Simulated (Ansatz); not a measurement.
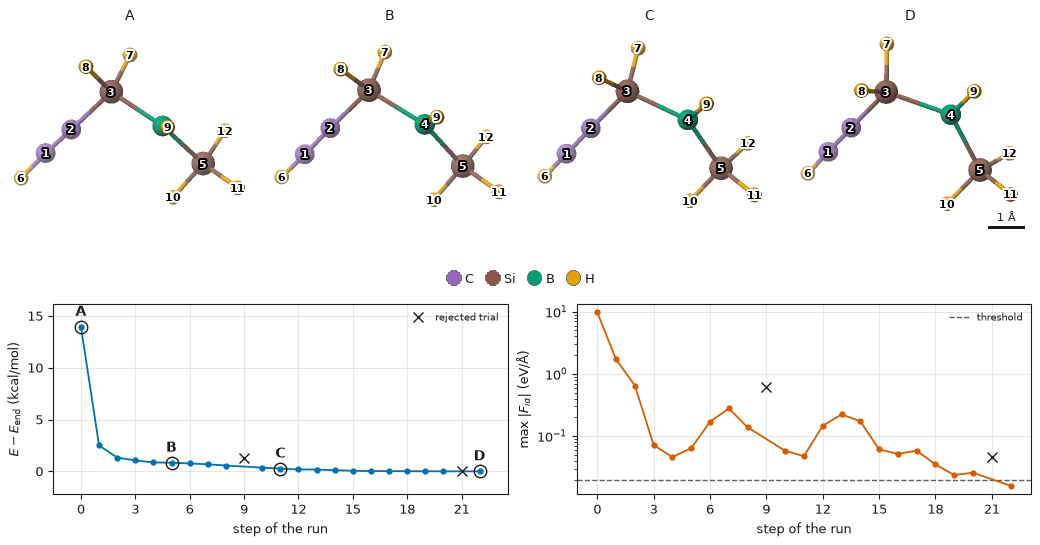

Frames of a relaxation of C2H7BSi2, marked on the history of the run. Style: ball-and-stick. Shown from a free direction.

The run prepares the start of a later molecular dynamics calculation, from a guessed geometry.

The calculation used Ansatz 0.2.0, RKS PBE/STO-3G. (no spin polarisation; force threshold 0.02 eV/Å; at most 40 steps)

Question: Describe the path.

Answer: The largest move after the best rigid fit is that of H9, 1.47 Å. Largest moves by element: H 1.47 Å, B 0.45 Å, C 0.27 Å, Si 0.22 Å. Some distances before and after: Si3–B4 1.873 → 1.968 Å, Si3–H7 1.526 → 1.462 Å, C1–C2 1.159 → 1.218 Å, B4–H9 1.239 → 1.184 Å. Among the angles between lasting bonds that change: B4–Si5–H10 107.5° → 114.4°, H11–Si5–H12 112.4° → 106.9°, C2–C1–H6 175.3° → 179.8°. Groups turn about Si3–B4 by about 60°, B4–Si5 by about 40°. After 20 accepted moves (22 points after the start) the energy has fallen by 13.9 kcal/mol. The largest force component goes from 9.8 to 0.016 eV/Å. The line search rejected the trial steps at points 9, 21 of the run. From step 0 to 5: H9 moves most (0.40 Å), energy −13.1 kcal/mol. From step 5 to 11: H9 moves most (0.52 Å), energy −0.57 kcal/mol. From step 11 to 22: H9 moves most (0.57 Å), energy −0.26 kcal/mol.

Limits of the set-up: STO-3G is a minimal basis, so the numbers are rough.
